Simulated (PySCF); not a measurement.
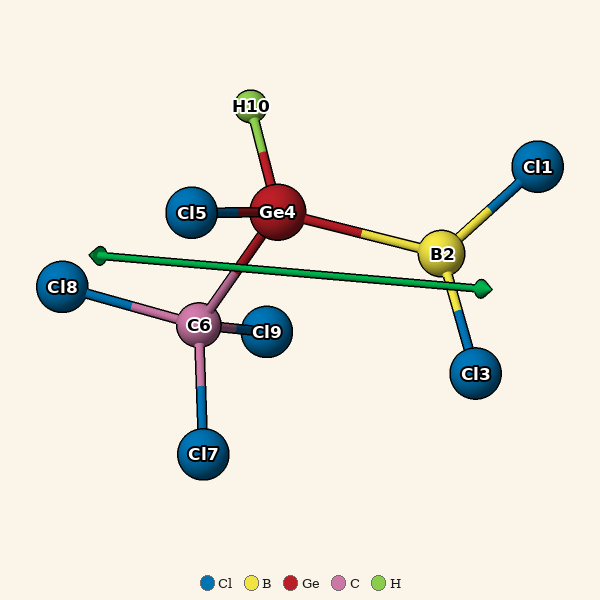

The double arrow shows the direction of the transition dipole to excited singlet state 6 (its length means nothing). The geometry was computed by an optimisation with GFN2-xTB. No frequency run is at hand to confirm it as a minimum. Properties computed with TDDFT ωB97X-D/def2-SVPD, vertical, gas phase, core orbitals frozen in the response (PySCF 2.14.0).

### Give its energy, strength and character.

6.43 eV (193 nm), oscillator strength 0.017, of mixed character, with the largest part HOMO−4 → LUMO (weight 0.25); transition dipole 0.83 D.

The geometry is semi-empirical. Around B, Ge such bond lengths and angles can be off by a tenth of an ångström or more and by several degrees, and values that hang on the shape move with them.
